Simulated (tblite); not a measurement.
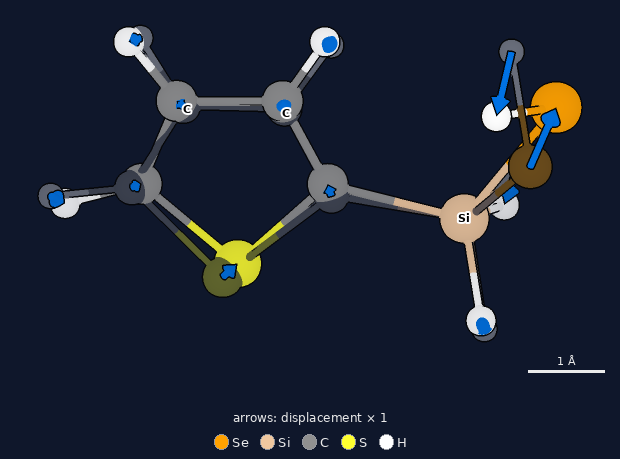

A relaxation of C4H6SSeSi. The starting structure is drawn faded, the final one solid; blue arrows show the displacements, at their true length. The two geometries are superimposed by the best rigid fit.

A ball-and-stick model, seen at a tilt.

These are results of GFN2-xTB geometry optimisation, gas phase in tblite, not measurements. 

Describe the change and its energy.

Answer. The Se atom moves most after the best rigid fit: 1.13 Å. Largest moves by element: Se 1.13 Å, H 0.91 Å, S 0.30 Å, C 0.20 Å, Si 0.04 Å. Near-neighbour distances that change, for instance: C–S 1.864 → 1.736 Å, H–Se 1.557 → 1.434 Å, C–C 1.343 → 1.409 Å, C–H 1.118 → 1.075 Å. Among the angles between lasting bonds that change: Si–Se–H 111.2° → 96.6°, Si–C–S 130.9° → 119.4°, C–C–S 102.8° → 110.5°. Groups turn about Se–Si by about 110°, C–Si by about 35°. The energy falls by 70.7 kJ/mol in 151 geometry steps.
